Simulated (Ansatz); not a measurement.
C2H11NSi3

| atom | x (Å) | y (Å) | z (Å) |
| --- | --- | --- | --- |
| N | 0.9001 | -2.2790 | -0.2915 |
| Si | 1.8365 | -0.7963 | -0.4201 |
| Si | 0.4629 | 0.9505 | -1.1861 |
| C | -0.9785 | 1.3275 | -0.0454 |
| C | -0.8290 | 1.1772 | 1.4956 |
| Si | -2.0602 | -0.0101 | 0.7309 |
| H | 1.3752 | -3.0948 | 0.1016 |
| H | 0.3789 | -2.5629 | -1.1233 |
| H | 2.3596 | -0.5023 | 0.9598 |
| H | 3.0580 | -0.8381 | -1.3161 |
| H | -0.0394 | 0.6255 | -2.5696 |
| H | 1.3678 | 2.1502 | -1.3377 |
| H | -1.5497 | 2.2157 | -0.3547 |
| H | -1.1926 | 2.0112 | 2.1077 |
| H | 0.1232 | 0.7718 | 1.8598 |
| H | -3.5146 | 0.3007 | 0.8708 |
| H | -1.7171 | -1.4474 | 0.5583 |

Method: RKS PBE-D4/6-31G* (Ansatz).

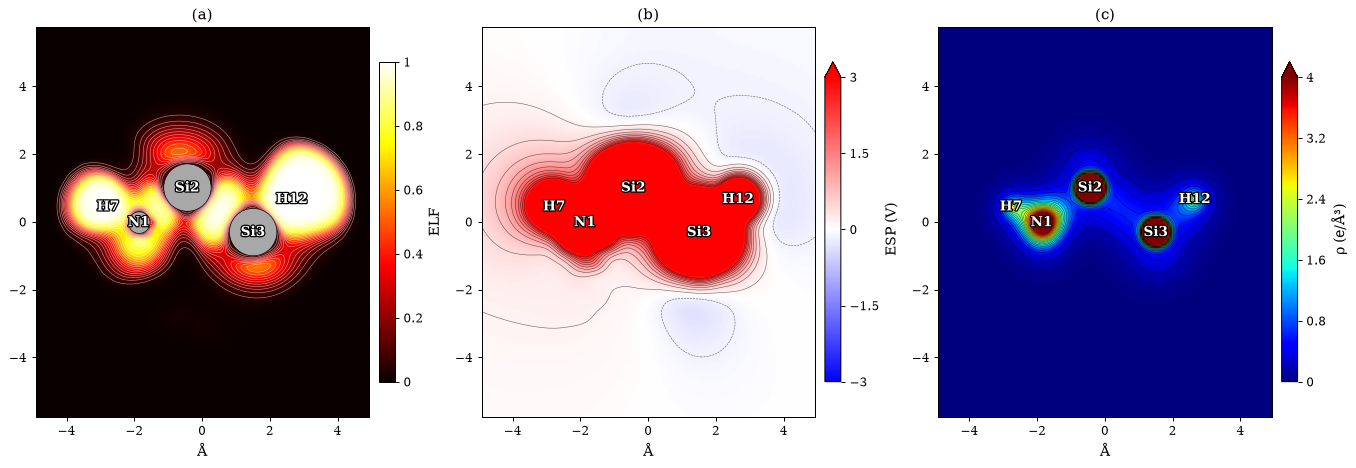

Figure 1. (a) electron localisation function; (b) molecular electrostatic potential; (c) total electron density on the plane of atoms Si2, N1 and H7. Grey discs cover the atomic cores in the ELF map.

Describe what can be read from this map.

Answer.
- The plane passes through N, Si and H nuclei.
- Si–N (1.76 Å): ρ is about 1 e/Å³ halfway; the ELF peaks at about 0.90 between the atoms: a shared but strongly polarised pair.
- Si–Si (2.35 Å): ρ is about 0.63 e/Å³ halfway; the ELF peaks at about 1 between the atoms (a shared electron pair).
- N–H (1.02 Å): the density is about 2.7 e/Å³ at the midpoint; the ELF climbs to about 1 towards the hydrogen, as it does in any bond to H: an ordinary covalent bond to hydrogen.
- Si–H (1.51 Å): ρ at the midpoint is about 0.75 e/Å³; the ELF climbs to about 1 towards the hydrogen.
- Outside the dense part of the molecule the potential is most negative (−0.3 V) near H11, which lies off the plane.

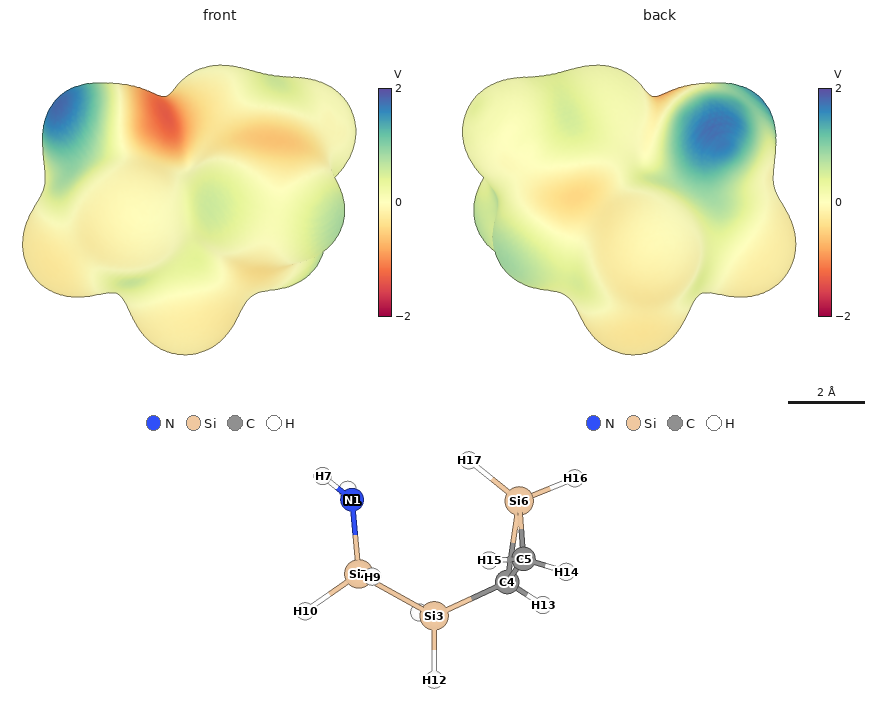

Figure 2. The molecular electrostatic potential painted on the density surface at 0.002 e/bohr³, seen from the front and from behind; the colour scale runs from red (negative) to blue (positive). The bare structure is drawn below in the same view.

Describe the electrostatic potential map.

Answer. The most negative region (about −1.2 V) lies over N1, the most positive (about +1.7 V) over H7 and H8. N1 is the likeliest acceptor of a hydrogen bond.

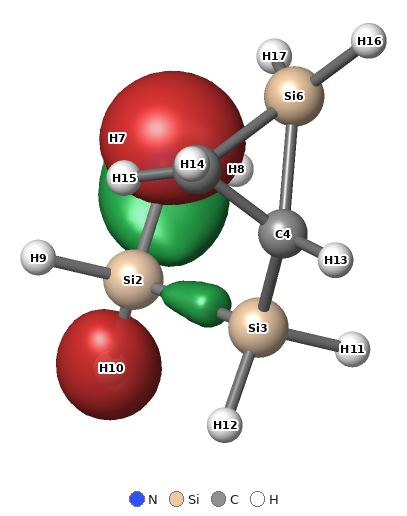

Figure 3. The HOMO−1 at ±0.15 Å⁻³ᐟ² (green and red are the two phases), seen at an oblique angle.

What is the character of this orbital?

Answer. By Hirshfeld shares it lies mainly on N1 (about 60 %), Si2 (about 15 %) and H10 (about 10 %). Its energy is −5.67 eV.
